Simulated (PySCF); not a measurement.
```xyz
19

S     3.3520    0.3562   -0.9166
C     2.1694    0.5762    0.4207
C     0.7285    0.4634   -0.0629
C     0.3897   -0.9423   -0.5884
C    -1.0793   -1.1318   -0.2892
C    -2.0044   -0.0194   -0.6831
C    -1.4905   -0.1038    0.7236
C    -0.2823    0.7392    1.0662
H     2.3554    1.5632    0.8495
H     2.3883   -0.1838    1.1740
H     0.5852    1.1936   -0.8637
H     0.9681   -1.6959   -0.0483
H     0.6225   -1.0377   -1.6498
H    -1.4555   -2.1439   -0.2621
H    -1.6413    0.7625   -1.3308
H    -3.0417   -0.2695   -0.8497
H    -2.1805   -0.3310    1.5233
H    -0.5184    1.8017    1.1420
H     0.1249    0.4125    2.0263
```

Geometry: GFN2-xTB.

All numbers below come from PySCF 2.14.0, density-fitted response routines, UKS B3LYP, pcH-1 on C H S, non-relativistic, mean-field spin-orbit, GIAO.

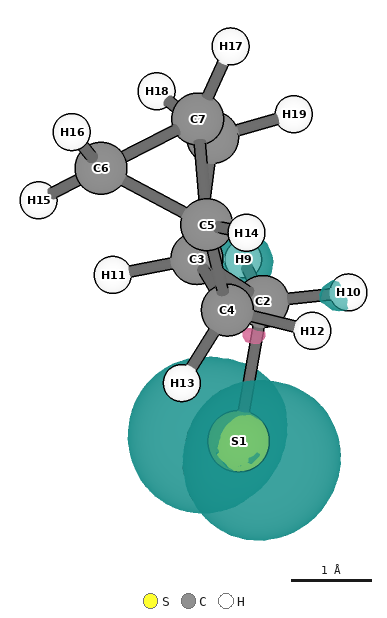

C$_{7}$H$_{11}$S (doublet). Isosurfaces of the spin density (α minus β) at +0.03 (teal) and −0.03 e/Å³ (pink), seen at an oblique angle.

Describe the spin distribution.

Answer. The unpaired spin (1 electron) lies mostly on S1 (about 0.9), in electrons by Hirshfeld's partition.
